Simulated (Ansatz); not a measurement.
# CH6BFSSi: rotation by 120° about the S3–Si4 bond, part 3 of 3

Aim: the minimum-energy path and barrier of the rotation by 120° about the S3–Si4 bond. The ends are relaxed first, then joined by a nudged elastic band. SMILES of the start: BCS[SiH2]F.

Ansatz 0.2.0; RKS PBE/def2-SVP. The steps go on from the part before.

## 5. What the band shows

Images 0 and 8 are the ends. Energies count from image 0; the path length is the program's own measure over all atoms.

```
image  path (Å)  energy (eV)  dihedral C2–S3–Si4–F5 (°)  band force (eV/Å)
    0     0.000       0.0000                         70                  -
    1     0.621       0.0141                         55              0.033
    2     1.242       0.0576                         38              0.041
    3     1.865       0.1174                         21              0.031
   4*     2.488       0.1497                          1              0.019
    5     3.099       0.1197                        -19              0.037
    6     3.710       0.0594                        -37              0.038
    7     4.321       0.0152                        -54              0.031
    8     4.932       0.0000                        -69                  -
```

The star marks the climbing image.

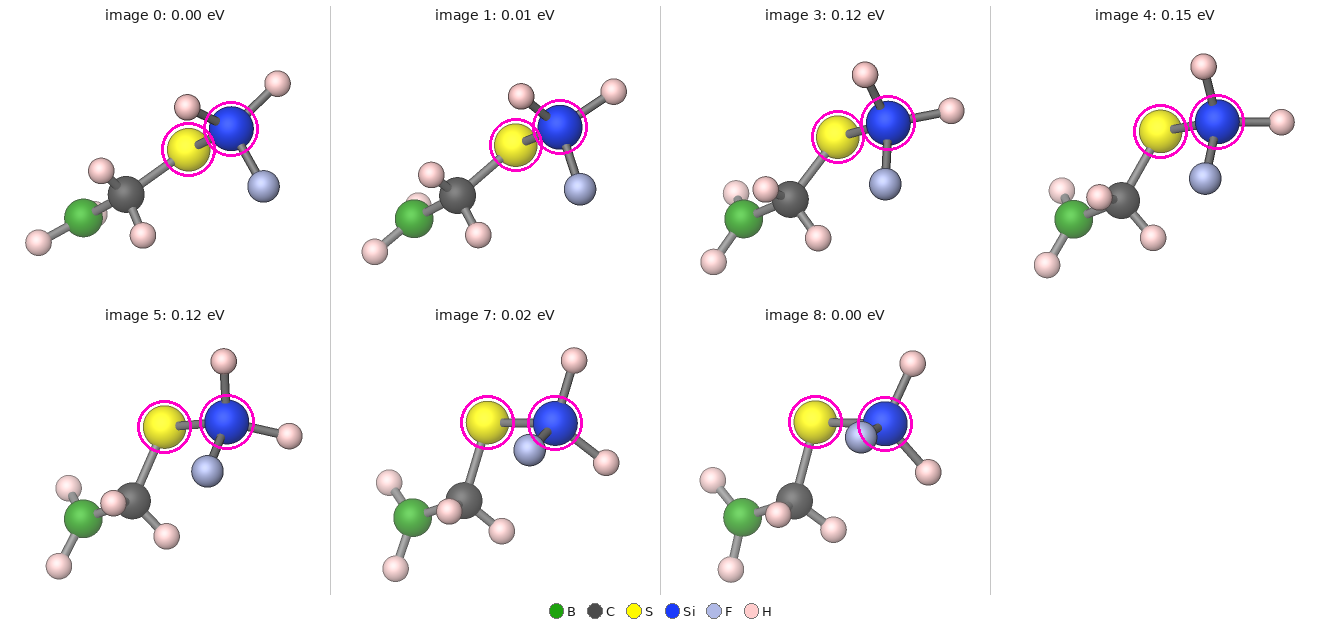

The images of the last band, seen from a free direction. Ringed: S3, Si4. Sticks join atoms closer than a bonding distance in each image.

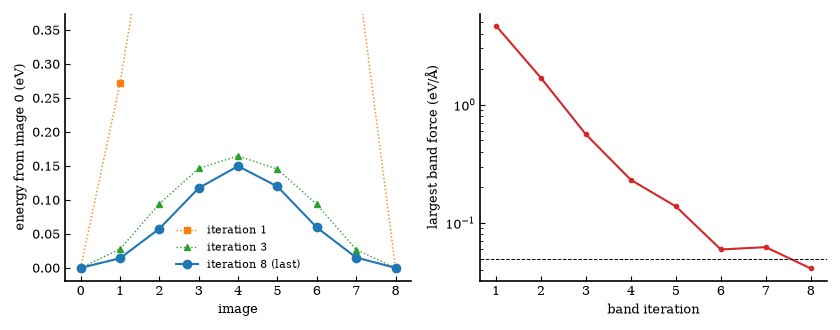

Left: energy of each image for early iterations and the last one (lines only join the points; early values far above the last band run off the scale). Right: the largest band force by iteration, with the threshold dashed.

How the highest energy settled:

```
iteration  highest image above image 0 (eV)  largest band force (eV/Å)
        1                            0.9976                      4.683
        2                            0.2687                      1.693
        3                            0.1647                      0.563
        4                            0.1523                      0.232
        5                            0.1504                      0.138
        6                            0.1499                      0.060
        7                            0.1497                      0.062
        8                            0.1497                      0.041
```

Positions of all images (Å):

```xyz
11
image=0 dE=0.0000
B    -0.704    1.724    1.452
C    -0.466    0.633    0.362
S     1.060   -0.383    0.583
Si    0.909   -1.686   -1.098
F     1.169   -0.905   -2.521
H     0.133    2.017    2.284
H    -1.761    2.329    1.423
H    -0.405    1.213   -0.593
H    -1.367   -0.010    0.241
H    -0.474   -2.264   -1.197
H     1.971   -2.726   -0.916
11
image=1 dE=0.0141
B    -0.695    1.735    1.431
C    -0.437    0.650    0.340
S     1.006   -0.460    0.661
Si    0.887   -1.707   -1.065
F     0.888   -0.794   -2.434
H     0.006    1.864    2.416
H    -1.640    2.485    1.266
H    -0.288    1.187   -0.627
H    -1.375    0.066    0.188
H    -0.387   -2.500   -1.118
H     2.101   -2.584   -1.038
11
image=2 dE=0.0576
B    -0.698    1.738    1.429
C    -0.402    0.688    0.314
S     0.936   -0.523    0.718
Si    0.866   -1.744   -1.038
F     0.596   -0.780   -2.344
H    -0.152    1.726    2.515
H    -1.526    2.597    1.184
H    -0.142    1.228   -0.626
H    -1.366    0.178    0.076
H    -0.249   -2.751   -1.046
H     2.201   -2.415   -1.160
11
image=3 dE=0.1174
B    -0.706    1.740    1.431
C    -0.367    0.726    0.296
S     0.821   -0.605    0.778
Si    0.846   -1.786   -1.018
F     0.316   -0.837   -2.253
H    -0.297    1.630    2.570
H    -1.426    2.679    1.141
H     0.027    1.286   -0.581
H    -1.337    0.310   -0.066
H    -0.068   -2.978   -0.984
H     2.255   -2.222   -1.293
11
image=4 dE=0.1497
B    -0.705    1.747    1.427
C    -0.334    0.750    0.287
S     0.638   -0.719    0.843
Si    0.819   -1.817   -1.005
F     0.066   -0.940   -2.176
H    -0.408    1.573    2.593
H    -1.333    2.742    1.111
H     0.209    1.315   -0.506
H    -1.283    0.442   -0.210
H     0.143   -3.156   -0.932
H     2.253   -1.994   -1.413
11
image=5 dE=0.1197
B    -0.718    1.737    1.430
C    -0.309    0.758    0.287
S     0.465   -0.816    0.867
Si    0.803   -1.814   -1.009
F    -0.162   -1.102   -2.137
H    -0.504    1.517    2.606
H    -1.280    2.768    1.106
H     0.354    1.317   -0.414
H    -1.215    0.535   -0.322
H     0.421   -3.258   -0.870
H     2.209   -1.699   -1.524
11
image=6 dE=0.0594
B    -0.731    1.722    1.433
C    -0.285    0.757    0.291
S     0.330   -0.889    0.865
Si    0.780   -1.800   -1.020
F    -0.356   -1.331   -2.115
H    -0.621    1.453    2.613
H    -1.206    2.795    1.106
H     0.477    1.297   -0.319
H    -1.141    0.612   -0.407
H     0.720   -3.284   -0.817
H     2.099   -1.389   -1.610
11
image=7 dE=0.0152
B    -0.738    1.712    1.438
C    -0.259    0.758    0.300
S     0.235   -0.936    0.851
Si    0.756   -1.788   -1.034
F    -0.484   -1.616   -2.100
H    -0.792    1.378    2.606
H    -1.076    2.838    1.121
H     0.565    1.261   -0.259
H    -1.089    0.684   -0.441
H     1.017   -3.243   -0.784
H     1.929   -1.105   -1.677
11
image=8 dE=0.0000
B    -0.731    1.710    1.453
C    -0.238    0.771    0.308
S     0.153   -0.960    0.820
Si    0.742   -1.789   -1.054
F    -0.523   -1.933   -2.093
H    -1.004    1.302    2.564
H    -0.881    2.889    1.190
H     0.612    1.233   -0.243
H    -1.082    0.770   -0.426
H     1.285   -3.153   -0.756
H     1.734   -0.897   -1.743
```

## 6. Vibrations at the top

The geometry is the highest inner image of the first converged band.

input.yaml

```yaml
crystal:
  periodic: [false, false, false]
  atoms:
    - { symbol: B, position_ang: [-0.705255, 1.7467, 1.426896] }
    - { symbol: C, position_ang: [-0.333606, 0.750354, 0.286958] }
    - { symbol: S, position_ang: [0.637945, -0.719217, 0.843472] }
    - { symbol: Si, position_ang: [0.819019, -1.816657, -1.004765] }
    - { symbol: F, position_ang: [0.06622, -0.939772, -2.175633] }
    - { symbol: H, position_ang: [-0.408281, 1.572826, 2.592813] }
    - { symbol: H, position_ang: [-1.333311, 2.742062, 1.111028] }
    - { symbol: H, position_ang: [0.20895, 1.314566, -0.505759] }
    - { symbol: H, position_ang: [-1.282757, 0.442119, -0.209681] }
    - { symbol: H, position_ang: [0.142972, -3.155901, -0.93176] }
    - { symbol: H, position_ang: [2.253306, -1.994182, -1.412967] }
basis:
  gaussian: { orbitals: def2-SVP }
hamiltonian:
  xc: pbe
phonons: {}
```

Launch:

```bash
$ ansatz run input.yaml --threads 2 --pin off --max-ram 3072MiB --backend cpu --events-out ev --progress --plain --runs-dir out
```

The log of the run, cut to the lines that bear on the results:

```text
Warning: RAYON_NUM_THREADS=2 ignored (pool sized by the plan → 2); use --threads N
[...]
Functional definition: PBE
[...]
1209 factors; their error is unknown
[...]
mean field -23218.47998175 eV, -853.2634012785 hartree, gradient 8.1e-6 eV, S^2 0.000000; 0 other end points of the search recorded, 0 dependent functions left out
[...]
reference -23218.48002152 eV, -853.2634027398 hartree; 28, 28 occupied and 80, 80 virtual orbitals, 1209 factors
[...]
1209 factors; their error is unknown
[...]
WARN: phonons: modes at or below zero, which the zero-point energy, F, S and C_V leave out: 2, the lowest at -110.45 cm⁻¹. A minimum has none, and a first-order saddle one
[...]
Atom 8 at    -1.282757     0.442119    -0.209681 Å, force    -0.004668     0.004875     0.001649 eV/Å
Atom 9 at     0.142972    -3.155901    -0.931760 Å, force    -0.002618     0.001757     0.001217 eV/Å
Atom 10 at     2.253306    -1.994182    -1.412967 Å, force     0.003250     0.002974     0.003894 eV/Å
Dipole moment:    -0.036829     0.033493    -0.076216 e Å
Vibrations: -110.45 -31.08 60.99 123.36 240.80 308.76 476.88 501.88 587.19 607.51 654.08 822.74 844.63 887.37 950.84 958.94 962.44 1080.39 1132.22 1213.30 1297.33 2170.79 2175.84 2513.39 2609.47 2962.71 3003.73 cm⁻¹, zero-point energy 1.806920 eV
```

It took 78 s on 2 threads of Arm Neoverse V1, shared host; peak memory 0.14 GiB.

Of 27 modes, 2 are imaginary by more than 30 cm⁻¹ (110i, 31i cm⁻¹).

## 7. Another band, settings changed

crystal.atoms is end A as relaxed above, and neb.final_atoms is end B, turned to lie on A. With 8 inner images the band has 10 in all. The start path is listed, through a guess of the saddle.

input.yaml

```yaml
crystal:
  periodic: [false, false, false]
  atoms:
    - { symbol: B, position_ang: [-0.703693, 1.724202, 1.451656] }
    - { symbol: C, position_ang: [-0.466178, 0.632594, 0.362358] }
    - { symbol: S, position_ang: [1.059697, -0.382541, 0.582812] }
    - { symbol: Si, position_ang: [0.9087, -1.6858, -1.097888] }
    - { symbol: F, position_ang: [1.168967, -0.905116, -2.520651] }
    - { symbol: H, position_ang: [0.133018, 2.017499, 2.284048] }
    - { symbol: H, position_ang: [-1.761131, 2.328684, 1.422774] }
    - { symbol: H, position_ang: [-0.404622, 1.213247, -0.592508] }
    - { symbol: H, position_ang: [-1.366798, -0.010305, 0.241223] }
    - { symbol: H, position_ang: [-0.473554, -2.263873, -1.197401] }
    - { symbol: H, position_ang: [1.970795, -2.725692, -0.915823] }
basis:
  gaussian: { orbitals: def2-SVP }
hamiltonian:
  xc: pbe
neb:
  order_check: false
  images: 8
  f_tol: 0.05
  max_iterations: 60
  climbing: false
  final_atoms:
    - { symbol: B, position_ang: [-0.73099048, 1.70965998, 1.45289708] }
    - { symbol: C, position_ang: [-0.23817929, 0.77104659, 0.30837699] }
    - { symbol: S, position_ang: [0.15265851, -0.96000017, 0.82023859] }
    - { symbol: Si, position_ang: [0.74183437, -1.78870535, -1.05371651] }
    - { symbol: F, position_ang: [-0.52326184, -1.93341838, -2.09320399] }
    - { symbol: H, position_ang: [-1.00445625, 1.30182554, 2.564483] }
    - { symbol: H, position_ang: [-0.88134112, 2.88929258, 1.18984179] }
    - { symbol: H, position_ang: [0.61226284, 1.23265856, -0.24274189] }
    - { symbol: H, position_ang: [-1.08238432, 0.7702101, -0.42621676] }
    - { symbol: H, position_ang: [1.28479567, -3.15264596, -0.75600301] }
    - { symbol: H, position_ang: [1.7342629, -0.89702449, -1.74335528] }
  initial_path:
    images:
      - { positions_ang: [[-0.703693, 1.724202, 1.451656], [-0.466178, 0.632594, 0.362358], [1.059697, -0.382541, 0.582812], [0.9087, -1.6858, -1.097888], [1.168967, -0.905116, -2.520651], [0.133018, 2.017499, 2.284048], [-1.761131, 2.328684, 1.422774], [-0.404622, 1.213247, -0.592508], [-1.366798, -0.010305, 0.241223], [-0.473554, -2.263873, -1.197401], [1.970795, -2.725692, -0.915823]] }
      - { positions_ang: [[-0.69726053, 1.71103156, 1.44151603], [-0.44375651, 0.6488796, 0.32946779], [0.95391727, -0.44767371, 0.64203586], [0.89240915, -1.68809622, -1.07785729], [0.92538627, -0.89623154, -2.46218823], [0.02881402, 1.9108929, 2.33141811], [-1.66020045, 2.40897848, 1.36579613], [-0.25610225, 1.22148395, -0.58307968], [-1.3563684, 0.06940472, 0.14835092], [-0.34338114, -2.43739159, -1.11842145], [2.02174358, -2.55837917, -0.99643819]] }
      - { positions_ang: [[-0.69082806, 1.69786113, 1.43137606], [-0.42133503, 0.66516521, 0.29657757], [0.84813754, -0.51280643, 0.70125973], [0.87611829, -1.69039243, -1.05782657], [0.68180554, -0.88734707, -2.40372547], [-0.07538996, 1.80428679, 2.37878822], [-1.55926991, 2.48927297, 1.30881825], [-0.10758249, 1.2297209, -0.57365135], [-1.34593881, 0.14911445, 0.05547884], [-0.21320828, -2.61091018, -1.0394419], [2.07269216, -2.39106633, -1.07705338]] }
      - { positions_ang: [[-0.68439559, 1.68469069, 1.4212361], [-0.39891354, 0.68145081, 0.26368736], [0.74235781, -0.57793914, 0.76048359], [0.85982744, -1.69268865, -1.03779586], [0.43822481, -0.87846261, -2.3452627], [-0.17959394, 1.69768069, 2.42615832], [-1.45833936, 2.56956745, 1.25184038], [0.04093726, 1.23795786, -0.56422303], [-1.33550921, 0.22882417, -0.03739325], [-0.08303542, -2.78442877, -0.96046235], [2.12364074, -2.2237535, -1.15766857]] }
      - { positions_ang: [[-0.67796313, 1.67152025, 1.41109613], [-0.37649206, 0.69773642, 0.23079715], [0.63657809, -0.64307186, 0.81970745], [0.84353658, -1.69498486, -1.01776514], [0.19464408, -0.86957815, -2.28679994], [-0.28379792, 1.59107458, 2.47352843], [-1.35740881, 2.64986194, 1.19486251], [0.18945702, 1.24619481, -0.55479471], [-1.32507962, 0.3085339, -0.13026533], [0.04713744, -2.95794737, -0.8814828], [2.17458932, -2.05644066, -1.23828376]] }
      - { positions_ang: [[-0.68099618, 1.66990447, 1.41123403], [-0.35115887, 0.71312004, 0.22479926], [0.53579603, -0.70723399, 0.84608818], [0.82499596, -1.70641879, -1.0128572], [0.00661865, -0.98383397, -2.23930582], [-0.41018395, 1.51155531, 2.50468788], [-1.25965438, 2.71215178, 1.16898115], [0.30244422, 1.24835165, -0.5159318], [-1.2934781, 0.3952578, -0.2044253], [0.24250963, -3.05669992, -0.83243858], [2.14830798, -1.85325538, -1.33023179]] }
      - { positions_ang: [[-0.69349475, 1.67984335, 1.42164979], [-0.32291397, 0.72760168, 0.24569369], [0.44001165, -0.77042553, 0.83962579], [0.80420556, -1.72699043, -1.02307203], [-0.12585147, -1.22123007, -2.20278037], [-0.55875202, 1.45912287, 2.51963666], [-1.16507607, 2.75643698, 1.17419631], [0.37989888, 1.24442838, -0.44763433], [-1.24070465, 0.48899588, -0.25987317], [0.50308114, -3.08068643, -0.81332969], [2.04479671, -1.61419766, -1.43351266]] }
      - { positions_ang: [[-0.70599333, 1.68978223, 1.43206555], [-0.29466908, 0.74208332, 0.26658812], [0.34422727, -0.83361708, 0.83316339], [0.78341517, -1.74756207, -1.03328686], [-0.25832159, -1.45862618, -2.16625491], [-0.7073201, 1.40669042, 2.53458544], [-1.07049775, 2.80072218, 1.17941147], [0.45735353, 1.2405051, -0.37933685], [-1.18793121, 0.58273395, -0.31532103], [0.76365265, -3.10467294, -0.79422079], [1.94128544, -1.37513994, -1.53679354]] }
      - { positions_ang: [[-0.71849191, 1.6997211, 1.44248131], [-0.26642419, 0.75656496, 0.28748256], [0.24844289, -0.89680862, 0.82670099], [0.76262477, -1.76813371, -1.04350168], [-0.39079172, -1.69602228, -2.12972945], [-0.85588817, 1.35425798, 2.54953422], [-0.97591943, 2.84500738, 1.18462663], [0.53480818, 1.23658183, -0.31103937], [-1.13515776, 0.67647203, -0.37076889], [1.02422416, -3.12865945, -0.7751119], [1.83777417, -1.13608221, -1.64007441]] }
      - { positions_ang: [[-0.73099048, 1.70965998, 1.45289708], [-0.23817929, 0.77104659, 0.30837699], [0.15265851, -0.96000017, 0.82023859], [0.74183437, -1.78870535, -1.05371651], [-0.52326184, -1.93341838, -2.09320399], [-1.00445625, 1.30182554, 2.564483], [-0.88134112, 2.88929258, 1.18984179], [0.61226284, 1.23265856, -0.24274189], [-1.08238432, 0.7702101, -0.42621676], [1.28479567, -3.15264596, -0.75600301], [1.7342629, -0.89702449, -1.74335528]] }
```

Launch:

```bash
$ ansatz run input.yaml --threads 2 --pin off --max-ram 3072MiB --backend cpu --events-out ev --progress --plain --runs-dir out
```

The log of the run, cut to the lines that bear on the results:

```text
Warning: RAYON_NUM_THREADS=2 ignored (pool sized by the plan → 2); use --threads N
[...]
[... 1 set-up line as earlier in the session ...]
[...]
1209 factors; their error is unknown
[...]
mean field -23218.62967049 eV, -853.2689022382 hartree, gradient 1.3e-5 eV, S^2 0.000000; 0 other end points of the search recorded, 0 dependent functions left out
[...]
reference -23218.62970943 eV, -853.2689036690 hartree; 28, 28 occupied and 80, 80 virtual orbitals, 1209 factors
1209 factors; their error is unknown
[...]
Atom 7 at     0.263608     1.311709    -0.467917 Å, force     0.012460    -0.001913     0.008368 eV/Å
Atom 8 at    -1.265607     0.481280    -0.253587 Å, force     0.003886     0.007174    -0.011478 eV/Å
Atom 9 at     0.259062    -3.208681    -0.916182 Å, force     0.016266    -0.009953     0.003863 eV/Å
Atom 10 at     2.247581    -1.867294    -1.456045 Å, force    -0.002834     0.017685    -0.005743 eV/Å
Dipole moment:    -0.002980     0.051994    -0.082333 e Å
this run last wrote the band of iteration 12 to <dir>
```

Run time: 3.3 min. Hardware: 2 threads of Arm Neoverse V1, shared host; peak memory 0.15 GiB.

## 8. The band, image by image

The 8 inner images lie between the fixed ends 0 and 9. Energy is taken from image 0, and the path length is the program's own coordinate along the band.

```
image  path (Å)  energy (eV)  dihedral C2–S3–Si4–F5 (°)  band force (eV/Å)
    0     0.000       0.0000                         70                  -
    1     0.581       0.0066                         60              0.031
    2     1.164       0.0341                         46              0.042
    3     1.749       0.0876                         30              0.048
    4     2.333       0.1390                         12              0.028
    5     2.918       0.1442                         -8              0.005
    6     3.503       0.0972                        -26              0.026
    7     4.088       0.0404                        -43              0.036
    8     4.673       0.0083                        -58              0.034
    9     5.259       0.0000                        -69                  -
```

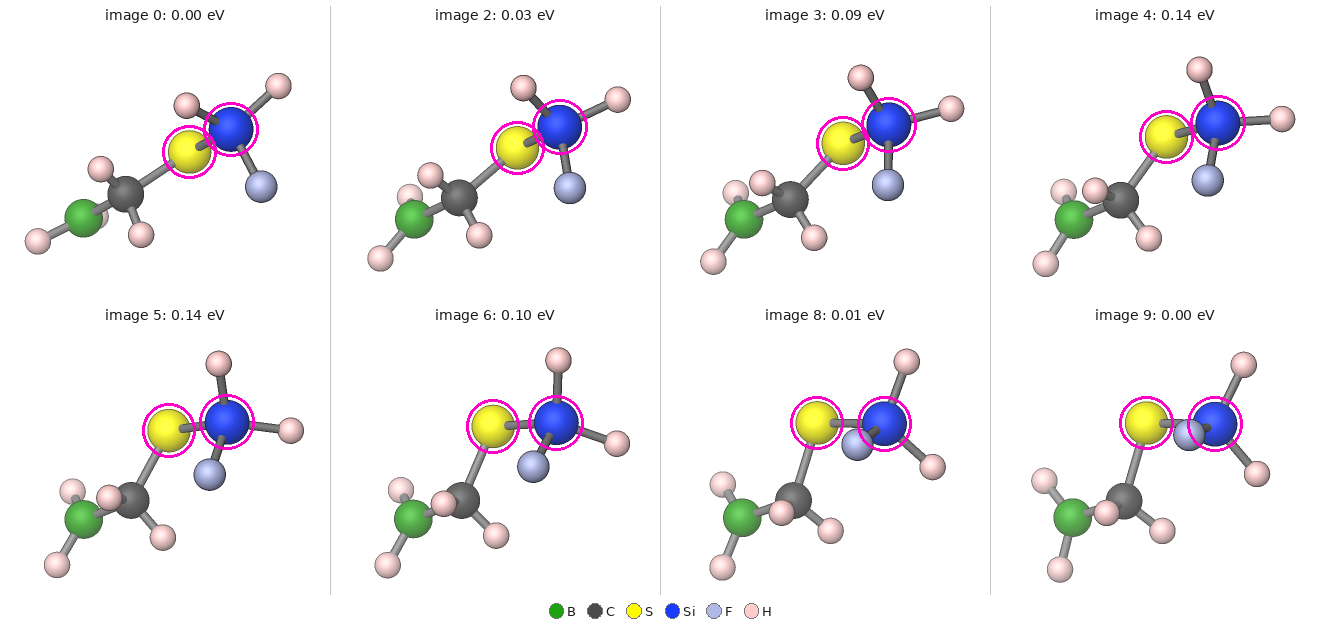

The images of the last band, seen from a free direction. Ringed: S3, Si4. Sticks join atoms closer than a bonding distance in each image.

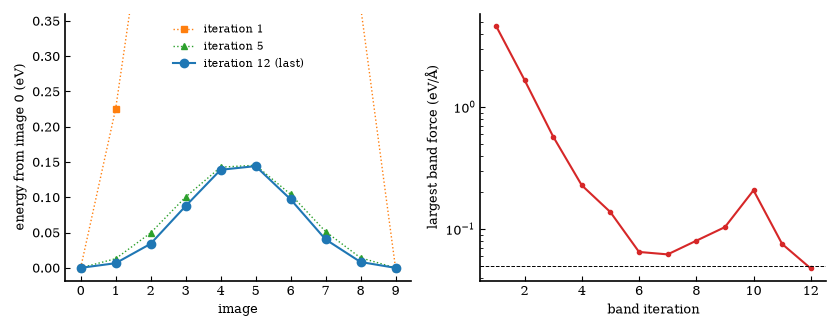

Left: energy of each image for early iterations and the last one (lines only join the points; early values far above the last band run off the scale). Right: the largest band force by iteration, with the threshold dashed.

## 9. What came out

The summary covers parts 1 to 3.

| quantity | value |
| --- | --- |
| end A | 11 moves, 0.356 eV lower |
| end B | 10 moves, 0.382 eV lower |
| first band: barrier forwards | 0.15 eV |
| first band: barrier backwards | 0.15 eV |
| first band: second end relative to first | 0.000 eV |
| first band: highest image | 4 of 0 to 8, climbing |
| first band: band iterations | 8 |
| imaginary modes at the top | 110i, 31i cm⁻¹ |
| second band | top 0.144 eV above image 0, 12 iterations, 8 inner images, none climbing |
| time, first and second band | 2 min and 3.3 min |

What this shows: In the first band: along this path the system climbs 0.15 eV from the first end (6 kT at 300 K), which at an assumed attempt frequency of 10^13 s⁻¹ means a rate near 10^10 s⁻¹. The two ends lie within 1 meV of each other. The listed dihedral goes from 70° at end A through 1° at the highest image to -69° at end B; the relaxed ends differ by 140° in it rather than the 120° set up, and other torsions can move along the band as well. Beside the main imaginary mode the others are soft (under 80i cm⁻¹) and may be noise at this precision. The second band's top lies 5 meV below the first's, as a band that doesn't climb stops under the top. These are electronic energies, with no zero-point or thermal terms.
